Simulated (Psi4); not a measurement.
# Run report: P₃H₃, geometry relaxation (part 4 of 4)

The same run, continued: P₃H₃ (cyclo-(PH)3); SVWN-RPA/STO-3G, RKS (Psi4 1.11). The geometry comes from this level: GFN2-xTB.

Geometry of the input (Å):
```
P  1.0798  -0.4363  0.5585
P  -0.1559  1.2816  -0.0392
P  -0.4382  -0.6540  -0.9740
H  0.2518  -0.9037  1.5873
H  -1.1856  1.0944  0.8921
H  0.4481  -0.3820  -2.0246
```

What the program printed, continued
```
	Criteria marked as inactive (o), active & met (*), and active & unmet ( ).

	----------------------------------------------------------------------------------------------
	   Step    Total Energy     Delta E     Max Force     RMS Force      Max Disp      RMS Disp
	----------------------------------------------------------------------------------------------
	  Convergence Criteria     1.00e-06 *    3.00e-04 *             o    1.20e-03 *             o
	----------------------------------------------------------------------------------------------
	     3   -1011.35329684   -1.10e-04      2.64e-04 *    1.39e-04 o    6.39e-03      3.47e-03 o  ~
	----------------------------------------------------------------------------------------------

Next Geometry in Ang
	Fragment 1 (Ang)

	    P   0.9424595031  -0.4986583027   0.7067862617
	    P  -0.3065764269   1.2376445737   0.1027661390
	    P  -0.6084680878  -0.7315209177  -0.8444824217
	    H   0.0618983365  -0.9112646484   1.7423678729
	    H  -1.3096062550   0.9952008479   1.0790912851
	    H   0.3105579369  -0.4322608145  -1.8848696196

    Structure for next step:
    Molecular point group: c1
    Full point group: C1

    Geometry (in Angstrom), charge = 0, multiplicity = 1:

    P            0.943453177851    -0.497409457138     0.708224545318
    P           -0.305582752152     1.238893419259     0.104204422610
    P           -0.607474413110    -0.730272072105    -0.843044138161
    H            0.062892011220    -0.910015802820     1.743806156431
    H           -1.308612580270     0.996449693428     1.080529568708
    H            0.311551611627    -0.431011968963    -1.883431335983

gradient() will perform analytic gradient computation.

  ==> Geometry <==

    Molecular point group: c1
    Full point group: C1

    Geometry (in Angstrom), charge = 0, multiplicity = 1:

       Center              X                  Y                   Z               Mass
    ------------   -----------------  -----------------  -----------------  -----------------
         P            0.943453177851    -0.497409457138     0.708224545318    30.973761998420
         P           -0.305582752152     1.238893419259     0.104204422610    30.973761998420
         P           -0.607474413110    -0.730272072105    -0.843044138161    30.973761998420
         H            0.062892011220    -0.910015802820     1.743806156431     1.007825032230
         H           -1.308612580270     0.996449693428     1.080529568708     1.007825032230
         H            0.311551611627    -0.431011968963    -1.883431335983     1.007825032230

  Running in c1 symmetry.

  Rotational constants: A =      0.20149  B =      0.19750  C =      0.10716 [cm^-1]
  Rotational constants: A =   6040.46861  B =   5920.86679  C =   3212.57890 [MHz]
  Nuclear repulsion =  196.488897146104733

  Charge       = 0
  Multiplicity = 1
  Electrons    = 48
  Nalpha       = 24
  Nbeta        = 24

   => Molecular Quadrature <=

    Radial Scheme          =       TREUTLER
    Pruning Scheme         =           NONE
    Nuclear Scheme         =       TREUTLER

    Blocking Scheme        =         OCTREE
    BS radius alpha        =              1
    Pruning alpha          =              1
    Radial Points          =             75
    Spherical Points       =            302
    Total Points           =         125343
    Total Blocks           =           1008
    Max Points             =            256
    Max Functions          =             28
    Weights Tolerance      =       1.00E-15

   => Auxiliary Basis Set <=

  Basis Set: (STO-3G AUX)
    Blend: DEF2-UNIVERSAL-JKFIT
    Number of shells: 132
    Number of basis functions: 438
    Number of Cartesian functions: 525
    Spherical Harmonics?: true
    Max angular momentum: 4

  Cached 100.0% of DFT collocation blocks in 0.018 [GiB].

  Minimum eigenvalue in the overlap matrix is 3.2296395528E-01.
  Reciprocal condition number of the overlap matrix is 1.5324042068E-01.
    Using symmetric orthogonalization.

  ==> Iterations <==

                           Total Energy        Delta E     RMS |[F,P]|

   @DF-RKS iter   0: -1011.35350454703280   -1.01135e+03   1.17496e-04
   @DF-RKS iter   1: -1011.35329750075834    2.07046e-04   1.11004e-05 DIIS
   @DF-RKS iter   2: -1011.35329763880463   -1.38046e-07   4.78224e-06 DIIS
   @DF-RKS iter   3: -1011.35329766013456   -2.13299e-08   2.48796e-06 DIIS
   @DF-RKS iter   4: -1011.35329766545453   -5.31998e-09   8.07445e-07 DIIS
   @DF-RKS iter   5: -1011.35329766596180   -5.07271e-10   1.18367e-07 DIIS
   @DF-RKS iter   6: -1011.35329766597670   -1.48930e-11   1.31369e-08 DIIS
   @DF-RKS iter   7: -1011.35329766597806   -1.36424e-12   3.01773e-09 DIIS
  Energy and wave function converged.

  ==> Post-Iterations <==

   Electrons on quadrature grid:
      Ntotal   =   47.9999821039 ; deviation = -1.790e-05

    Orbital Energies [Eh]
    ---------------------

    Doubly Occupied:

       1A    -75.000945     2A    -75.000312     3A    -75.000181
       4A     -5.972609     5A     -5.972158     6A     -5.968414
       7A     -4.196724     8A     -4.196447     9A     -4.194804
      10A     -4.190684    11A     -4.188709    12A     -4.188506
      13A     -4.187539    14A     -4.187398    15A     -4.186165
      16A     -0.641128    17A     -0.461042    18A     -0.453148
      19A     -0.294703    20A     -0.256463    21A     -0.209990
      22A     -0.148338    23A     -0.136736    24A     -0.128562

    Virtual:

      25A      0.086398    26A      0.144029    27A      0.146946
      28A      0.217558    29A      0.258533    30A      0.292606

    Final Occupation by Irrep:
              A
    DOCC [    24 ]
    NA   [    24 ]
    NB   [    24 ]

  @DF-RKS Final Energy: -1011.35329766597806

   => Energetics <=

    Nuclear Repulsion Energy =            196.4888971461047333
    One-Electron Energy =               -1802.3756112275236774
    Two-Electron Energy =                 662.7388907103260181
    DFT Exchange-Correlation Energy =     -68.2054742948851640
    Empirical Dispersion Energy =           0.0000000000000000
    VV10 Nonlocal Energy =                  0.0000000000000000
    Total Energy =                      -1011.3532976659780616

Computation Completed

Properties will be evaluated at   0.000000,   0.000000,   0.000000 [a0]

Properties computed using the SCF density matrix

 Multipole Moments:

 ------------------------------------------------------------------------------------
     Multipole            Electronic (a.u.)      Nuclear  (a.u.)        Total (a.u.)
 ------------------------------------------------------------------------------------

 L = 1.  Multiply by 2.5417464519 to convert [e a0] to [Debye]
 Dipole X            :          0.7549545           -0.9037214           -0.1487669
 Dipole Y            :          0.2754842           -0.3333472           -0.0578629
 Dipole Z            :         -0.7689043            0.9102373            0.1413330
 Magnitude           :                                                    0.2132012

 ------------------------------------------------------------------------------------

	total time  =          0 seconds =       0.00 minutes

         ------------------------------------------------------------
                                   SCF GRAD
         ------------------------------------------------------------

  ==> Geometry <==

    Molecular point group: c1
    Full point group: C1

    Geometry (in Angstrom), charge = 0, multiplicity = 1:

       Center              X                  Y                   Z               Mass
    ------------   -----------------  -----------------  -----------------  -----------------
         P            0.943453177851    -0.497409457138     0.708224545318    30.973761998420
         P           -0.305582752152     1.238893419259     0.104204422610    30.973761998420
         P           -0.607474413110    -0.730272072105    -0.843044138161    30.973761998420
         H            0.062892011220    -0.910015802820     1.743806156431     1.007825032230
         H           -1.308612580270     0.996449693428     1.080529568708     1.007825032230
         H            0.311551611627    -0.431011968963    -1.883431335983     1.007825032230

  Nuclear repulsion =  196.488897146104676

   => Molecular Quadrature <=

    Radial Scheme          =       TREUTLER
    Pruning Scheme         =           NONE
    Nuclear Scheme         =       TREUTLER

    Blocking Scheme        =         OCTREE
    BS radius alpha        =              1
    Pruning alpha          =              1
    Radial Points          =             75
    Spherical Points       =            302
    Total Points           =         125343
    Total Blocks           =           1008
    Max Points             =            256
    Max Functions          =             28
    Weights Tolerance      =       1.00E-15

  -Total Gradient:
     Atom            X                  Y                   Z
    ------   -----------------  -----------------  -----------------
       1       -0.000222769717    -0.000132442099     0.000192472261
       2       -0.000253622421    -0.000084043144     0.000177180481
       3        0.000250380564     0.000010666663    -0.000475907469
       4        0.000144308534     0.000204656856     0.000015406232
       5        0.000225690938     0.000086737700     0.000052063680
       6       -0.000145856439    -0.000097954991     0.000007211801

	total time  =          1 seconds =       0.02 minutes

    			-----------------------------------------

    			 OPTKING 3.0: for geometry optimizations

    			        with contributions from

    			-----------------------------------------

	                            ===> Fragment 1 <==

	 Z (Atomic Numbers)          Masses                          Geom
	      15.000000            30.973762          1.78286812 -0.93996765  1.33835043
	      15.000000            30.973762         -0.57746771  2.34116926  0.19691782
	      15.000000            30.973762         -1.14796027 -1.38001421 -1.59312253
	       1.000000             1.007825          0.11884868 -1.71968064  3.29531605
	       1.000000             1.007825         -2.47291938  1.88301702  2.04190496
	       1.000000             1.007825          0.58874722 -0.81449458 -3.55916940

	 - Coordinate -           - BOHR/RAD -       - ANG/DEG -
	 R(1,2)           =         4.199990           2.222539
	 R(1,3)           =         4.168564           2.205909
	 R(1,4)           =         2.684516           1.420585
	 R(2,3)           =         4.168562           2.205908
	 R(2,5)           =         2.684514           1.420584
	 R(3,6)           =         2.683525           1.420060
	 B(1,2,3)         =         1.042840          59.750326
	 B(1,2,5)         =         1.647565          94.398532
	 B(1,3,2)         =         1.055914          60.499397
	 B(1,3,6)         =         1.608759          92.175107
	 B(2,1,3)         =         1.042839          59.750278
	 B(2,1,4)         =         1.647541          94.397157
	 B(2,3,6)         =         1.608719          92.172830
	 B(3,1,4)         =         1.616988          92.646581
	 B(3,2,5)         =         1.616958          92.644869
	 D(1,2,3,6)       =        -1.592970         -91.270470
	 D(1,3,2,5)       =        -1.632773         -93.551025
	 D(2,1,3,6)       =         1.592902          91.266566
	 D(2,3,1,4)       =         1.632728          93.548438
	 D(3,1,2,5)       =         1.579515          90.499559
	 D(3,2,1,4)       =        -1.579564         -90.502341
	 D(4,1,2,5)       =        -0.000049          -0.002782
	 D(4,1,3,6)       =        -3.057555        -175.184995
	 D(5,2,3,6)       =         3.057442         175.178505

	        --- Internal Coordinate Step in ANG or DEG, aJ/ANG or AJ/DEG ---
	-------------------------------------------------------------------------------
	           Coordinate      Previous         Force          Change          New
	           ----------      --------        ------          ------        ------
	               R(1,2)       2.22254        0.00086        0.00003       2.22257
	               R(1,3)       2.20591       -0.00129       -0.00033       2.20558
	               R(1,4)       1.42058        0.00109        0.00029       1.42087
	               R(2,3)       2.20591       -0.00128       -0.00033       2.20558
	               R(2,5)       1.42058        0.00110        0.00029       1.42087
	               R(3,6)       1.42006        0.00098        0.00023       1.42029
	             B(1,2,3)      59.75033       -0.00000       -0.00554      59.74478
	             B(1,2,5)      94.39853        0.00000        0.08641      94.48494
	             B(1,3,2)      60.49940        0.00001        0.01104      60.51044
	             B(1,3,6)      92.17511       -0.00001       -0.02577      92.14934
	             B(2,1,3)      59.75028       -0.00000       -0.00550      59.74478
	             B(2,1,4)      94.39716        0.00000        0.08797      94.48512
	             B(2,3,6)      92.17283       -0.00001       -0.02271      92.15012
	             B(3,1,4)      92.64658       -0.00001       -0.09998      92.54660
	             B(3,2,5)      92.64487       -0.00001       -0.09765      92.54722
	           D(1,2,3,6)     -91.27047        0.00001        0.01651     -91.25396
	           D(1,3,2,5)     -93.55102       -0.00001       -0.15677     -93.70780
	           D(2,1,3,6)      91.26657       -0.00001       -0.01125      91.25531
	           D(2,3,1,4)      93.54844        0.00001        0.15993      93.70837
	           D(3,1,2,5)      90.49956       -0.00002       -0.16403      90.33553
	           D(3,2,1,4)     -90.50234        0.00002        0.16763     -90.33471
	           D(4,1,2,5)      -0.00278        0.00000        0.00361       0.00082
	           D(4,1,3,6)    -175.18500        0.00001        0.14868    -175.03632
	           D(5,2,3,6)     175.17851       -0.00001       -0.14026     175.03824
	-------------------------------------------------------------------------------

	                                 ==> Convergence Check <==

	Measures of convergence in internal coordinates in au.

	Criteria marked as inactive (o), active & met (*), and active & unmet ( ).

	----------------------------------------------------------------------------------------------
	   Step    Total Energy     Delta E     Max Force     RMS Force      Max Disp      RMS Disp
	----------------------------------------------------------------------------------------------
	  Convergence Criteria     1.00e-06 *    3.00e-04 *             o    1.20e-03 *             o
	----------------------------------------------------------------------------------------------
	     4   -1011.35329767   -8.21e-07 *    2.50e-04 *    1.38e-04 o    2.93e-03      1.55e-03 o  ~
	----------------------------------------------------------------------------------------------

Next Geometry in Ang
	Fragment 1 (Ang)

	    P   0.9443630172  -0.4967293399   0.7082654452
	    P  -0.3047115757   1.2395866554   0.1042413967
	    P  -0.6078227581  -0.7298751239  -0.8412289737
	    H   0.0637151670  -0.9125645026   1.7428752491
	    H  -1.3102366262   0.9973661675   1.0784723649
	    H   0.3109198311  -0.4311500449  -1.8823362632

    Final optimized geometry and variables:
    Molecular point group: c1
    Full point group: C1

    Geometry (in Angstrom), charge = 0, multiplicity = 1:

    P            0.943453177851    -0.497409457138     0.708224545318
    P           -0.305582752152     1.238893419259     0.104204422610
    P           -0.607474413110    -0.730272072105    -0.843044138161
    H            0.062892011220    -0.910015802820     1.743806156431
    H           -1.308612580270     0.996449693428     1.080529568708
    H            0.311551611627    -0.431011968963    -1.883431335983

    Psi4 run time: 0:00:05.95

[set-up sections that repeat, and orbital energies of the middle runs, are left out above]
```

Standard output
```
Optimizer: Optimization complete!
```

Trajectory as extended XYZ (Å, eV, eV/Å), 4 frames, from step=0 to step=3
```
6
Properties=species:S:1:pos:R:3:forces:R:3 step=0 energy=-27520.26737
P     1.0798   -0.4363    0.5585    1.1211  -0.0156   0.1255
P    -0.1559    1.2816   -0.0392    0.3611   1.0414  -0.2415
P    -0.4382   -0.6540   -0.9740   -1.0398  -0.8603  -0.3216
H     0.2518   -0.9037    1.5873   -0.4676  -0.0906   0.3474
H    -1.1856    1.0944    0.8921   -0.3581  -0.2428   0.4005
H     0.4481   -0.3820   -2.0246    0.3834   0.1686  -0.3084
6
Properties=species:S:1:pos:R:3:forces:R:3 step=1 energy=-27520.32221
P     1.0920   -0.4356    0.5639    0.1003  -0.1291   0.2112
P    -0.1525    1.2945   -0.0379   -0.1410   0.2064   0.0945
P    -0.4536   -0.6681   -0.9825   -0.0891  -0.1283  -0.1846
H     0.2168   -0.8630    1.6062    0.0638   0.0538  -0.1246
H    -1.1686    1.0628    0.9362    0.1090  -0.0087  -0.1027
H     0.4601   -0.3772   -2.0357   -0.0429   0.0066   0.1078
6
Properties=species:S:1:pos:R:3:forces:R:3 step=2 energy=-27520.32519
P     1.0960   -0.4370    0.5653   -0.0087  -0.0209   0.0009
P    -0.1527    1.2988   -0.0386   -0.0218  -0.0026  -0.0053
P    -0.4576   -0.6712   -0.9831    0.0245   0.0147  -0.0081
H     0.2155   -0.8571    1.5984    0.0029   0.0107   0.0056
H    -1.1614    1.0570    0.9325    0.0086   0.0026   0.0082
H     0.4607   -0.3730   -2.0250   -0.0055  -0.0038   0.0002
6
Properties=species:S:1:pos:R:3:forces:R:3 step=3 energy=-27520.32521
P     1.0952   -0.4377    0.5662    0.0115   0.0068  -0.0099
P    -0.1539    1.2986   -0.0378    0.0130   0.0043  -0.0091
P    -0.4558   -0.6705   -0.9851   -0.0129  -0.0006   0.0245
H     0.2146   -0.8503    1.6018   -0.0074  -0.0105  -0.0008
H    -1.1569    1.0562    0.9385   -0.0116  -0.0045  -0.0027
H     0.4633   -0.3713   -2.0255    0.0075   0.0050  -0.0004
```

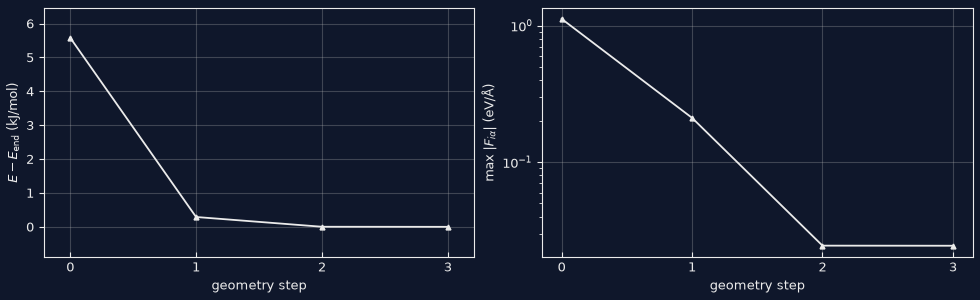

Progress of the relaxation, step by step (steps are counted from 0).

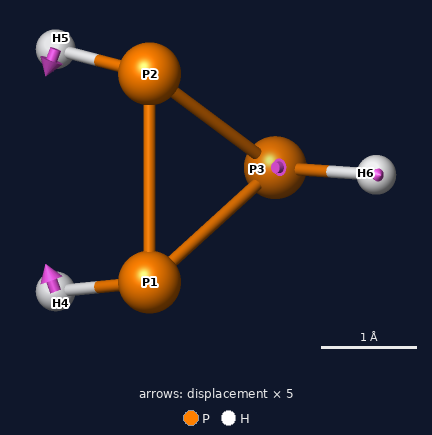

The starting structure with the displacements as pink arrows, magnified 5 times (ball-and-stick view, seen on its broad side). The two geometries are laid on each other by the best rigid fit. The largest moves after the best rigid fit, 0.063 Å, are those of H4 and H5. By element the largest moves are H 0.063 Å, P 0.035 Å. Among the contacts that change: P1–P3 2.168 → 2.206 Å, P1–P2 2.199 → 2.223 Å, P1–H4 1.401 → 1.421 Å. Among the angles that change: P2–P1–H4 97.4° → 94.4°. After 3 geometry steps the energy has fallen by 5.58 kJ/mol. Largest force component: 1.1 eV/Å at the start, 0.024 eV/Å at the end. (Atoms are counted from 1 in the order of the input.)

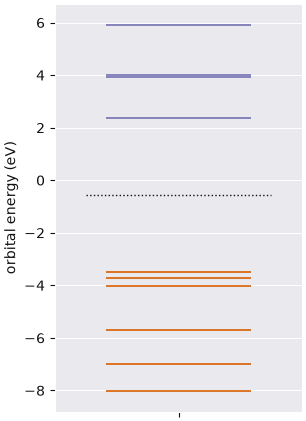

Orbital energies near the frontier; the dotted line parts filled from empty levels, and levels within 0.02 eV of each other stand side by side. Highest filled −3.50 eV, lowest empty 2.35 eV, 5.85 eV apart.
